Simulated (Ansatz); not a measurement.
# Ligand exchange: GeSi3H10 + Ge3Si2H12 → GeSi4H12 + Ge3SiH10

Gas-phase species: GeSi3H10 `[SiH3][SiH2][SiH2][GeH3]`, singlet; Ge3Si2H12 `[SiH3][GeH2][SiH2][GeH2][GeH3]`, singlet; GeSi4H12 `[SiH3][SiH2][SiH2][SiH2][GeH3]`, singlet; Ge3SiH10 `[GeH3][SiH2][GeH2][GeH3]`, singlet. The partners trade H for SiH3: Si–H and Ge–SiH3 bonds give way to Si–SiH3 and Ge–H.

Shapes, held fixed at every level: PBE0-D4/def2-TZVP. Flexible molecules stand in one conformer, not always the lowest. Programs: Ansatz 0.2.0. Electronic energies: no zero-point or thermal term.

```tsv
level	kind	ΔE (kJ/mol)	less CCSD(T)/def2-TZVPP
HF/def2-SVP	Hartree–Fock	+13.5	-2.0
PBE-D4/def2-TZVPP	GGA	+10.4	-5.1
PBE0-D4/def2-TZVPP	global hybrid	+11.3	-4.2
r2SCAN0-D4/def2-TZVPP	global hybrid	+13.2	-2.3
wB97M-V/def2-TZVPP	range-separated hybrid	+16.0	+0.5
MP2/def2-TZVPP	perturbation theory	+18.4	+2.9
CCSD(T)/def2-TZVPP	coupled cluster or CI	+15.5	0.0
```

The highest level, CCSD(T)/def2-TZVPP, gives ΔE = +15.5 kJ/mol; the levels span +10.4 to +18.4. The column of differences is taken from that level and isn't an error. No measured value is set beside it here. Relativity is left out for Ge. Outer-core shells of Ge are correlated, in sets that cover them unevenly.

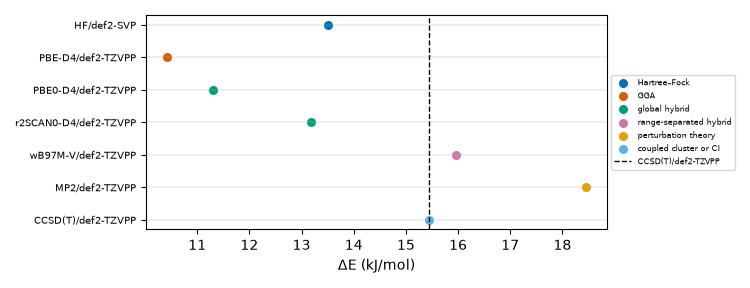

The values of the table, level by level.
